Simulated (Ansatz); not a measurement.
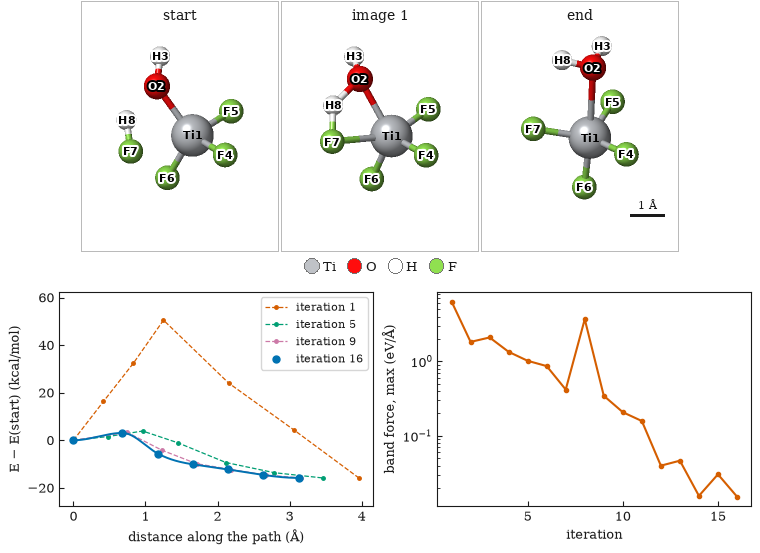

A search for the minimum-energy path of TiH₂OF₄ by the nudged elastic band. Images are numbered from 0 (start) to 6 (end). The plot follows the band through its iterations. The picture is a ball-and-stick view, seen from a free direction.

The calculation used RKS revPBE-D4/def2-SVP in Ansatz 0.2.0. Set-up: 5 movable images; climbing image; force threshold 0.03 eV/Å; iteration limit 60; starting path through a guess of the saddle point.

How did the profile develop, and is the result final?

Answer. The result is final at these settings. The band converged in 16 iterations. The largest component of the band force went from 6.4 to 0.015 eV/Å. The climbing image converged on the top of the path. Its vibrational analysis gives one imaginary mode (482i cm⁻¹), as a transition state must have. The first iteration put the highest image at 50.5 kcal/mol. The energy climbs by 3.1 kcal/mol to image 1 and then falls by 18.9 kcal/mol, so the end point sits at −15.8 kcal/mol.

Cost: 97 s on 4 threads of Arm Neoverse V2, on a shared host, peak memory 0.17 GiB.
